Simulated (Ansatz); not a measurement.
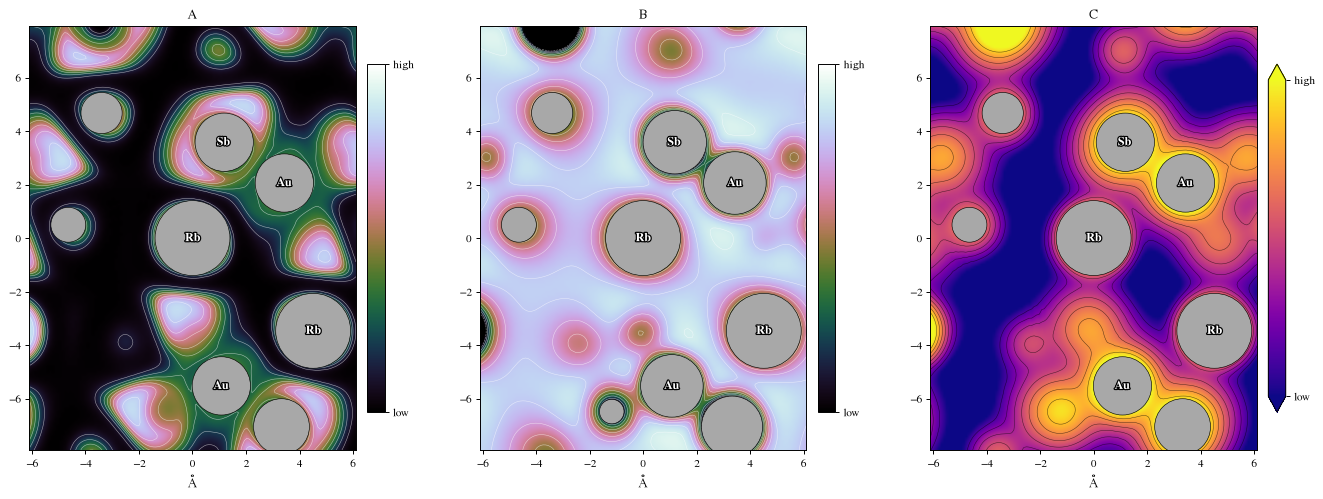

Rb2Sb2Au: 3 fields on the (111) plane of the conventional cell, with unlabelled colour scales. Grey discs cover the atomic cores.

Space group Ibam; built by placing these elements on a known structure type.

Level of theory: Ansatz, DFT, PAW plane waves, PBE.

> Which field does each panel show? The fields are: electron localisation function, electrostatic potential energy of an electron and valence pseudo-density.

Panel A: electron localisation function. Panel B: electrostatic potential energy of an electron (low next to the atoms, rising into the space between them). Panel C: valence pseudo-density. From the grid: Sb–Au (2.72 Å): ρ at the midpoint is about 0.41 e/Å³; the ELF is about 0.40 at the midpoint. Rb–Sb (3.77 Å): ρ is about 0.07 e/Å³ halfway, with its minimum of 0.06 e/Å³ about 1.7 Å from Rb; the ELF peaks at about 0.60 in the valence shell of Sb, 1.4 Å from its nucleus, and drops to about 0.05 between the two atoms (no shared electron pair shows on this line).
